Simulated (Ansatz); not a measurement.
## Phonons of TePb (Fm-3m) against volume

Aim: how do the optical modes of TePb (Fm-3m) move with volume?

Method: DFT PBE, scalar-relativistic, plane waves, PAW; PAW set soft_1, in Ansatz 0.2.0.

**What experiment says.**

For PbTe, rocksalt (melt-grown single-crystal fragment, about 42 um across, 125 K), “Correlated local dipoles in PbTe” (2017, arxiv:1709.02863) gives, by single-crystal x-ray diffraction: lattice constant a (cubic lattice constant a at 125 K) 6.4397 ± 0.0001 Å.

This is a report of a sequence of runs, with most program output left out.

In doubt: the program warns that the response may not be converged on this k-mesh (steps 4, 8), which bears on the force constants and all frequencies.

### Step 1. Starting point

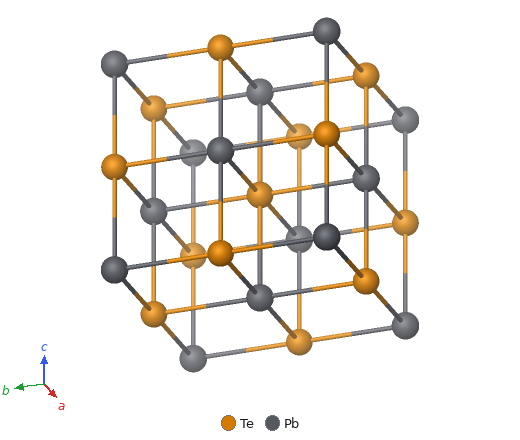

The starting structure, seen from a free direction (tellurium orange, lead dark grey). This picture shows the conventional cell, with its axes. Some periodic images of atoms are drawn too.

### Step 2. Bringing the structure to rest

Harmonic phonons are second derivatives at a point where the forces vanish, and they are wanted at zero stress, so atoms and cell are relaxed first.

input.yaml reads:

```yaml
crystal:
  lattice:
    - [0.0, 3.231, 3.231]
    - [3.231, 0.0, 3.231]
    - [3.231, 3.231, 0.0]
  atoms:
    - { symbol: Te, position: [0.5, 0.5, 0.5] }
    - { symbol: Pb, position: [0.0, 0.0, 0.0] }
kpoints:
  mp_grid: { grid: [8, 8, 8] }
hamiltonian:
  xc: pbe
  pseudopotentials: { kind: paw, azcp: { folder: soft_1 } }
scf:
  occupations: { method: gaussian, width: 0.02 }
output:
  forces: true
  stress: true
  eigenvalues: true
  write_density: true
  write_potential: true
  elf: true
  volumetric_format: npy
relax:
  adjacent_minimum: "off"
  f_tol: 0.005
  max_steps: 80
  cell: { stress_tol: 0.05 }
```

Started as:

```sh
> ansatz run input.yaml --threads 4 --pin off --max-ram 10240MiB --backend cpu --events-out ev --progress --plain --runs-dir out
```

It took 2 s on 4 threads of INTEL XEON PLATINUM 8581C at 2.10GHz (Emerald Rapids), shared host; peak memory 0.45 GiB; 6.4 s of CPU time.

Step by step:

| step | energy less that of the first step (eV) | largest force component (eV/Å) | pressure (GPa) | volume (Å³) |
| --- | --- | --- | --- | --- |
| 1 | 0.0000 | 0.0000 | 2.14 | 67.46 |
| 2 | -0.0197 | 0.0000 | -0.51 | 71.87 |
| 3 | -0.0214 | 0.0000 | -0.04 | 70.98 |
| 4* | -0.0219 | 0.0000 | -0.05 | 70.98 |

Relaxation steps marked * repeat the geometry before them on a plane-wave basis chosen anew for their cell, so energy and pressure can jump there.

The run keeps the 48 symmetry operations that it works with, so distortions that break them were not tested.

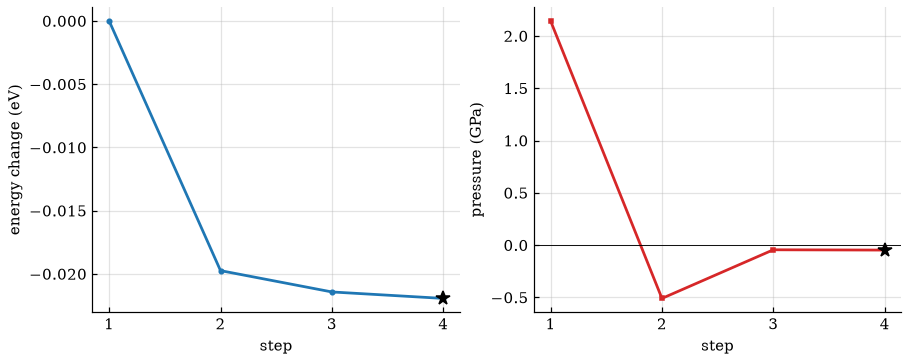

Energy and pressure along the relaxation. Stars mark steps on a basis chosen anew.

| conventional cell, symmetrised | before | after | change |
| --- | --- | --- | --- |
| a (Å) | 6.462 | 6.573 | +1.7 % |
| b (Å) | 6.462 | 6.573 | +1.7 % |
| c (Å) | 6.462 | 6.573 | +1.7 % |
| volume (Å³/atom) | 33.73 | 35.49 | +5.2 % |

Final coordinates:

```
Te Pb
1.0
     0.00000    3.28629    3.28629
     3.28629    0.00000    3.28629
     3.28629    3.28629    0.00000
Te Pb
1 1
Direct
  0.50000 0.50000 0.50000
  0.00000 0.00000 0.00000
```

This step gave:

| Item | Value |
| --- | --- |
| pressure | -0.04747 GPa |
| gap on the k-mesh | 0.8368 eV |
| volume per atom | 35.49 Å³ |

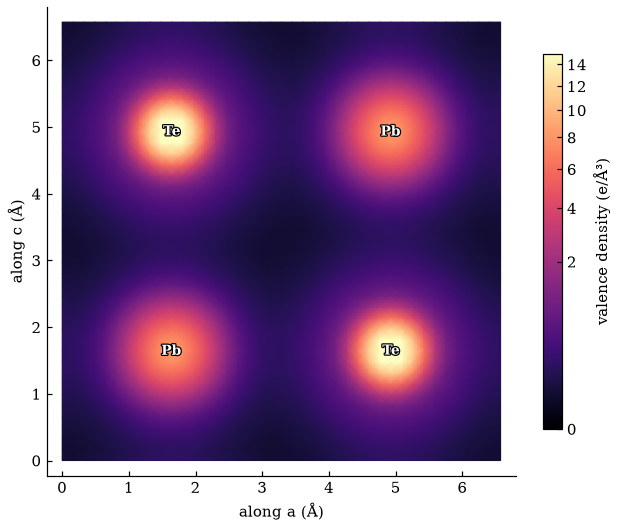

Valence density in the ac plane of the conventional cell at fractional y = 0.000, with atoms of Te and Pb within 0.2 Å of it. It is the smooth field of the valence electrons, not physical close to the nuclei. The map starts off the cell's origin, so that atoms lie inside it. The colour scale is stretched toward low values.

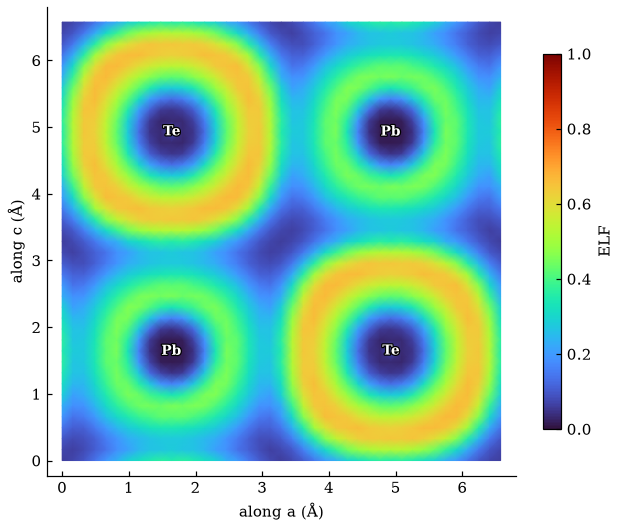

ELF in the ac plane of the conventional cell at fractional y = 0.000, with atoms of Te and Pb within 0.2 Å of it. It is the smooth field of the valence electrons, not physical close to the nuclei. The map starts off the cell's origin, so that atoms lie inside it.

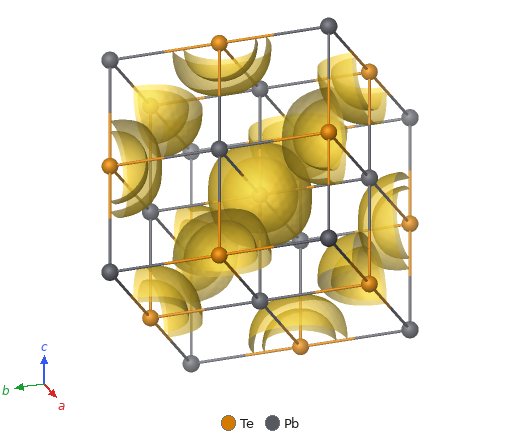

Surface of ELF = 0.59.

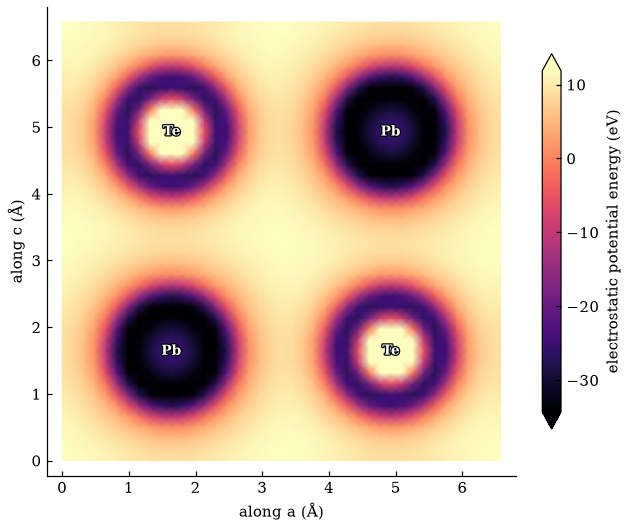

Electrostatic potential energy in the ac plane of the conventional cell at fractional y = 0.000, with atoms of Te and Pb within 0.2 Å of it. With pseudopotentials it is smooth inside the atoms' cores, unlike the true potential. The map starts off the cell's origin, so that atoms lie inside it.

In this step the volume went from 33.73 to 35.49 Å³/atom.

### Step 3. Tight relaxation

A first tight relaxation and response on 8×8×8 k points, not shown, drew a warning on the mesh, so the tight relaxation is repeated on 16×16×16 points.

input.yaml reads:

```yaml
crystal:
  lattice:
    - [0.0, 3.2847098189, 3.2847098189]
    - [3.2847098189, 0.0, 3.2847098189]
    - [3.2847098189, 3.2847098189, 0.0]
  atoms:
    - { symbol: Te, position: [0.5, 0.5, 0.5] }
    - { symbol: Pb, position: [0.0, 0.0, 0.0] }
kpoints:
  mp_grid: { grid: [16, 16, 16] }
hamiltonian:
  xc: pbe
  pseudopotentials: { kind: paw, azcp: { folder: soft_1 } }
scf:
  occupations: { method: fixed }
output:
  forces: true
  stress: true
  eigenvalues: true
relax:
  adjacent_minimum: "off"
  f_tol: 0.001
  max_steps: 60
  cell: { stress_tol: 0.01 }
```

Elapsed: 3.7 s, on 4 threads; peak memory 0.55 GiB.

Little changed from the start: no atom moved by 0.005 Å and no cell edge by 0.1 %.

Numbers from this step:

```
pressure          : 0.004476 GPa
gap on the k-mesh : 0.8344 eV
volume per atom   : 35.44 Å³
```

The forces vanish by symmetry and the pressure is 0.004 GPa, within the tolerances set. The cell now holds 35.44 Å³/atom.

### Step 4. Modes at rest

The modes at rest are the reference of the series, and the response to a field gives the dielectric tensor and the Born charges.

input.yaml, the sections that differ from step 3:

```yaml
output:
  eigenvalues: true
phonons:
  method: dfpt
  dielectric: true
  rigid_motions: translations
  raman: true
# crystal, kpoints, hamiltonian, scf: as in step 3
# relax: removed
```

It took 5.9 min on 4 threads; peak memory 3.6 GiB.

Numbers from this step:

| Property | Result |
| --- | --- |
| sum-rule residual before enforcement | 3.98e-4 eV/Å² |
| miss of the charge sum rule | 0.02155 e |
| estimated error of the dielectric tensor | 0.1328 |
| estimated error of the Born charges | 0.04672 e |
| point group | m-3m |
| highest optical mode at the zone centre (no LO-TO term) | 25.36 cm⁻¹ |
| lowest optical zone-centre mode | 25.36 cm⁻¹ |
| mean high-frequency dielectric constant | 26.59 |
| largest Born charge (third of the trace) | -5.761 e |
| mean static dielectric constant | 480.1 |
| top of the zone-centre spectrum with the field | 107.8 cm⁻¹ |

Without the LO-TO term. Patterns of degenerate modes are one choice out of their space. Modes at Γ, with each element's share of the kinetic energy:

| mode | frequency (cm⁻¹) | symmetry | Te % | Pb % |
| --- | --- | --- | --- | --- |
| 1 | 0.0 | acoustic | 38 | 62 |
| 2 | 0.0 | acoustic | 38 | 62 |
| 3 | 0.0 | acoustic | 38 | 62 |
| 4 | 25.4 | T1u | 62 | 38 |
| 5 | 25.4 | T1u | 62 | 38 |
| 6 | 25.4 | T1u | 62 | 38 |

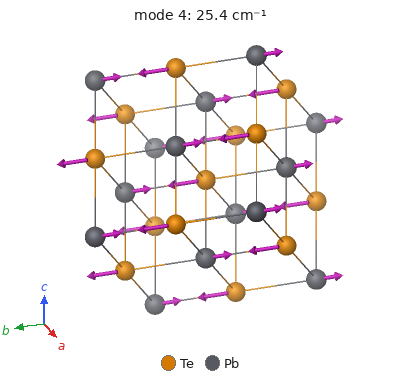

Displacement patterns of mode 4 at Γ; arrows are exaggerated. Some periodic images of atoms are drawn too.

Optical modes at the zone centre, without and with the macroscopic field of the longitudinal modes; each column is sorted by frequency, so a row need not hold one and the same mode. Modes with and without the field, by row:

| rank among optical modes | no field (cm⁻¹) | q along (1, 0, 0) (cm⁻¹) |
| --- | --- | --- |
| 1 | 25.4 | 25.4 |
| 2 | 25.4 | 25.4 |
| 3 | 25.4 | 107.8 |

Born charge (rows field, columns displacement) (e), principal values of the symmetric part by kind of site:

| atom | atoms with these values | low | middle | high | mean |
| --- | --- | --- | --- | --- | --- |
| Te1 | 1 | -5.76 | -5.76 | -5.76 | -5.76 |
| Pb2 | 1 | 5.76 | 5.76 | 5.76 | 5.76 |

In full for Te1:

```
-5.76  0.00  0.00
 0.00 -5.76  0.00
 0.00  0.00 -5.76
```

High-frequency dielectric tensor:

```
26.59  0.00  0.00
 0.00 26.59  0.00
 0.00  0.00 26.59
```

Static dielectric tensor (ions relaxed, fixed cell):

```
480.1   0.0   0.0
  0.0 480.1   0.0
  0.0   0.0 480.1
```

Transverse modes. Infrared lines, with heights relative to the strongest:

| position (cm⁻¹) | label | relative intensity |
| --- | --- | --- |
| 25 | T1u | 100 |

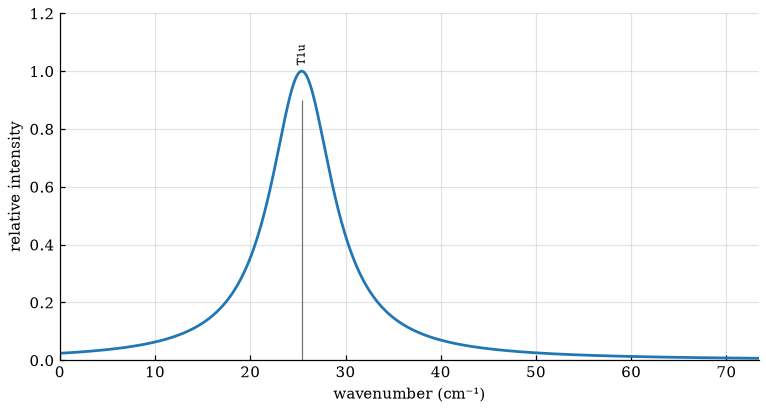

The infrared spectrum, broadened with Lorentzians of width 8 cm⁻¹; bars mark the lines.

Before it was imposed, the acoustic sum rule was missed by 4.0e-4 eV/Å² and the charge sum rule by 0.022 e. Small misses are needed for a sound result but don't prove that mesh and cutoff are converged. The lowest optical mode is real, 25.4 cm⁻¹.

The log warns of the k mesh: “the force constants stand on the 16×16×16 k-mesh, whose period is 13.58 times the interband length at k = (0.0000, 0.0000, -0.5000), direct gap 0.834 eV, under 14: take them and everything formed from them as unconverged”. So the frequencies of this run count as unconverged too.

### Step 5. Ground state of a member: 1.06 times the volume at rest

The cell is set to 1.06 times the volume at rest; symmetry leaves nothing else free, so this is a single point.

input.yaml, the sections that differ from step 4:

```yaml
crystal:
  lattice:
    - [0.0, 3.3491322493, 3.3491322493]
    - [3.3491322493, 0.0, 3.3491322493]
    - [3.3491322493, 3.3491322493, 0.0]
  atoms:
    - { symbol: Te, position: [0.5, 0.5, 0.5] }
    - { symbol: Pb, position: [0.0, 0.0, 0.0] }
scf:
  occupations: { method: gaussian, width: 0.02 }
output:
  forces: true
  stress: true
  eigenvalues: true
# kpoints, hamiltonian: as in step 4
# phonons: removed
```

Elapsed: 1.6 s, on 4 threads; peak memory 0.55 GiB.

This step gave:

* pressure: -1.963 GPa
* gap on the k-mesh: 0.9277 eV
* volume per atom: 37.57 Å³

The forces vanish by symmetry, at a pressure of -1.96 GPa.

### Step 6. Modes of this member: 1.06 times the volume at rest

The zone-centre modes follow for 1.06 times the volume at rest, with the response to a field.

input.yaml, as its differences from that of step 5:

```diff
@@ -14,6 +14,8 @@
 scf:
-  occupations: { method: gaussian, width: 0.02 }
+  occupations: { method: fixed }
 output:
-  forces: true
-  stress: true
   eigenvalues: true
+phonons:
+  method: dfpt
+  dielectric: true
+  rigid_motions: translations
```

Run time: 80 s. Hardware: 4 threads; peak memory 2 GiB; 5.1 min of CPU time.

Numbers from this step:

| Item | Value |
| --- | --- |
| sum-rule residual before enforcement | 1.02e-4 eV/Å² |
| miss of the charge sum rule | 0.007810 e |
| estimated error of the dielectric tensor | 0.09914 |
| estimated error of the Born charges | 0.02549 e |
| highest optical mode at the zone centre (no LO-TO term) | -33.52 cm⁻¹ |
| lowest optical zone-centre mode | -33.52 cm⁻¹ |
| mean high-frequency dielectric constant | 24.45 |
| largest Born charge (third of the trace) | -5.673 e |
| top of the zone-centre spectrum with the field | 98.95 cm⁻¹ |

Without the LO-TO term. Patterns of degenerate modes are one choice out of their space. The modes at Γ (shares of kinetic energy by element, %) (negative means imaginary):

| mode | frequency (cm⁻¹) | symmetry | Te % | Pb % |
| --- | --- | --- | --- | --- |
| 1 | -33.5 | T1u | 62 | 38 |
| 2 | -33.5 | T1u | 62 | 38 |
| 3 | -33.5 | T1u | 62 | 38 |
| 4 | 0.0 | acoustic | 38 | 62 |
| 5 | 0.0 | acoustic | 38 | 62 |
| 6 | 0.0 | acoustic | 38 | 62 |

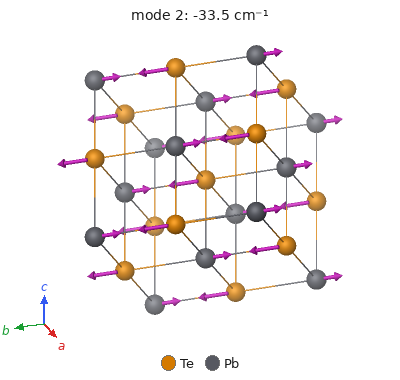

Displacement patterns of mode 2 at Γ; arrows are exaggerated. Some periodic images of atoms are drawn too.

The optical mode without the LO-TO term lies at -33.5 cm⁻¹.

For the mean high-frequency dielectric constant, step 4 gave 26.6; this run, with volume ratio 1.06, gives 24.5 (-8 %).

### Step 7. Ground state of a member: 0.9 times the volume at rest

The cell is set to 0.9 times the volume at rest; symmetry leaves nothing else free, so this is a single point.

input.yaml, the sections that differ from step 6:

```yaml
crystal:
  lattice:
    - [0.0, 3.1713524617, 3.1713524617]
    - [3.1713524617, 0.0, 3.1713524617]
    - [3.1713524617, 3.1713524617, 0.0]
  atoms:
    - { symbol: Te, position: [0.5, 0.5, 0.5] }
    - { symbol: Pb, position: [0.0, 0.0, 0.0] }
scf:
  occupations: { method: gaussian, width: 0.02 }
output:
  forces: true
  stress: true
  eigenvalues: true
# kpoints, hamiltonian: as in step 6
# phonons: removed
```

The job ended after 1.5 s (4 threads; peak memory 0.52 GiB; 5.3 s of CPU time).

Numbers from this step:

```
pressure          : 5.152 GPa
gap on the k-mesh : 0.6071 eV
volume per atom   : 31.90 Å³
```

The forces vanish by symmetry, at a pressure of 5.15 GPa.

### Step 8. Zone-centre modes of the member: 0.9 times the volume at rest

The zone-centre modes follow for 0.9 times the volume at rest, with the response to a field.

input.yaml, as its differences from that of step 7:

```diff
@@ -14,6 +14,8 @@
 scf:
-  occupations: { method: gaussian, width: 0.02 }
+  occupations: { method: fixed }
 output:
-  forces: true
-  stress: true
   eigenvalues: true
+phonons:
+  method: dfpt
+  dielectric: true
+  rigid_motions: translations
```

Elapsed: 67 s, on 4 threads; peak memory 2.6 GiB.

Numbers from this step:

```
sum-rule residual before enforcement                    : 3.10e-4 eV/Å²
miss of the charge sum rule                             : 0.008449 e
estimated error of the dielectric tensor                : 0.1286
estimated error of the Born charges                     : 0.02768 e
highest optical mode at the zone centre (no LO-TO term) : 67.93 cm⁻¹
lowest optical zone-centre mode                         : 67.93 cm⁻¹
mean high-frequency dielectric constant                 : 31.67
largest Born charge (third of the trace)                : -5.960 e
mean static dielectric constant                         : 106.9
top of the zone-centre spectrum with the field          : 124.8 cm⁻¹
```

Without the LO-TO term. Patterns of degenerate modes are one choice out of their space. Modes at Γ, with each element's share of the kinetic energy:

| mode | frequency (cm⁻¹) | symmetry | Te % | Pb % |
| --- | --- | --- | --- | --- |
| 1 | 0.0 | acoustic | 38 | 62 |
| 2 | 0.0 | acoustic | 38 | 62 |
| 3 | 0.0 | acoustic | 38 | 62 |
| 4 | 67.9 | T1u | 62 | 38 |
| 5 | 67.9 | T1u | 62 | 38 |
| 6 | 67.9 | T1u | 62 | 38 |

Transverse modes. Infrared lines, with heights relative to the strongest:

| position (cm⁻¹) | label | relative intensity |
| --- | --- | --- |
| 68 | T1u | 100 |

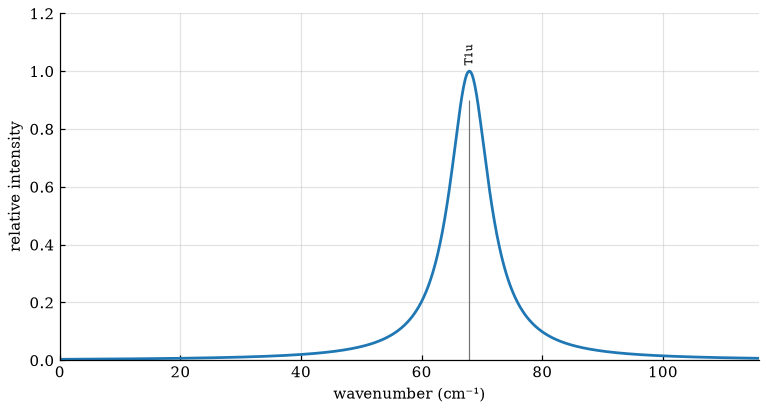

The infrared spectrum, broadened with Lorentzians of width 8 cm⁻¹; bars mark the lines.

The optical mode without the LO-TO term lies at 67.9 cm⁻¹.

The log warns of the k mesh: “the force constants stand on the 16×16×16 k-mesh, whose period is 11.37 times the interband length at k = (0.0000, 0.0000, -0.5000), direct gap 0.607 eV, under 14: take them and everything formed from them as unconverged”. So the frequencies of this run count as unconverged too.

### Step 9. The series together

The members are set side by side, also those not shown above.

Each row is one cell with its response, relaxed at fixed volume as far as symmetry leaves anything free; energies are extrapolated to zero smearing, and E0 is that at rest; imaginary frequencies occur in the series; shape and atoms are relaxed in each cell where symmetry leaves them free. State of the crystal along the series:

| volume ratio | V (Å³/atom) | pressure (GPa) | E - E0 (meV/atom) | gap on mesh (eV) | ε∞ | ε0 | largest Born charge in size, a third of the trace (e) | top mode with the field, highest of q along x, y and z (cm⁻¹) |
| --- | --- | --- | --- | --- | --- | --- | --- | --- |
| 0.9 | 31.9 | 5.152 | 51.79 | 0.6071 | 31.67 | 106.8 | 5.96 | 124.8 |
| 0.92 | 32.6 | 3.881 | 31.86 | 0.6608 | 30.26 | 120.2 | 5.9 | 121.2 |
| 0.94 | 33.31 | 2.745 | 17.24 | 0.7101 | 29.06 | 141.4 | 5.849 | 117.7 |
| 0.96 | 34.02 | 1.729 | 7.388 | 0.7553 | 28.01 | 178 | 5.805 | 114.3 |
| 0.98 | 34.73 | 0.8189 | 1.788 | 0.7967 | 27.11 | 252.5 | 5.769 | 111.1 |
| 0.99 | 35.09 | 0.4005 | 0.4421 | 0.816 | 26.69 | 327.3 | 5.752 | 109.5 |
| 1 | 35.44 | 0.004476 | 0 | 0.8344 | 26.59 | 480.1 | 5.761 | 107.8 |
| 1.02 | 36.15 | -0.7249 | 1.621 | 0.8686 | 25.61 | 26571 | 5.712 | 104.8 |
| 1.04 | 36.86 | -1.378 | 6.298 | 0.8997 | 24.99 | - | 5.689 | 101.8 |
| 1.06 | 37.57 | -1.963 | 13.71 | 0.9277 | 24.45 | - | 5.673 | 98.95 |

Without the LO-TO term; each mode is tracked from rest by its pattern, and modes that stay within 0.3 cm⁻¹ of each other stand once; imaginary frequencies occur in the series; shape and atoms are relaxed in each cell where symmetry leaves them free. Optical modes along the series:

| V (Å³/atom) | mode 4 T1u (cm⁻¹) |
| --- | --- |
| 31.9 | 67.93 |
| 32.6 | 60.81 |
| 33.31 | 53.36 |
| 34.02 | 45.36 |
| 34.73 | 36.39 |
| 35.09 | 31.27 |
| 35.44 | 25.36 |
| 36.15 | 3.25 |
| 36.86 | -24.03 |
| 37.57 | -33.52 |

### Step 10. What came out

- members: 10
- highest optical mode at the zone centre (no LO-TO term), at rest: 25.36 cm⁻¹
- bulk modulus at rest: 38.5 GPa

**Reading.** The series spans -2.0 to 5.2 GPa, and the slope at rest gives a bulk modulus of 38 GPa. ε∞ is 26.59 at rest, with d ln ε∞ / d ln V = -1.35. A mode is imaginary at volume ratio 1.04 and 1.06, where this structure is not a minimum. One k mesh and one cutoff serve the ground states and modes of all volumes; the field response picks its own mesh. With the field response the log warns that the k mesh is coarse for the force constants too, so the frequencies are to be taken as unconverged. These are harmonic frequencies at zero temperature: anharmonic shifts, linewidths and thermal expansion are left out. Spin-orbit coupling is left out, which can matter for the heavy elements here. Only the zone centre was solved, so an instability at another wavevector cannot show here.

Computed beside measured:

| quantity | measured | PBE, PAW; PAW set soft_1 |
| --- | --- | --- |
| lattice constant a (Å) | 6.4397 | 6.569 (+2.0 %) |

Measured values from arxiv:1709.02863 (2017).

**Verdict.** The lattice constant a is off by +2.0 %: a clear miss. The grades are ours: good and fair within 0.7 and 1.5 % for the lattice constant a. Zero-point motion and thermal expansion (measured at up to 125 K) are not in the computed lattice constants. As a rule both would widen the computed cell, so the excess over experiment is if anything larger than shown. Limits of convergence are named above.

[Logs are printed without paths, hosts, clocks, repeated set-up lines and the standing remarks that a program may print on its own settings, such as how far it seeks lower states.]

[Hosts, paths, dates, database ids (printed as entryN), source tags and the programs' standing remarks are cut or masked in the printed files.]
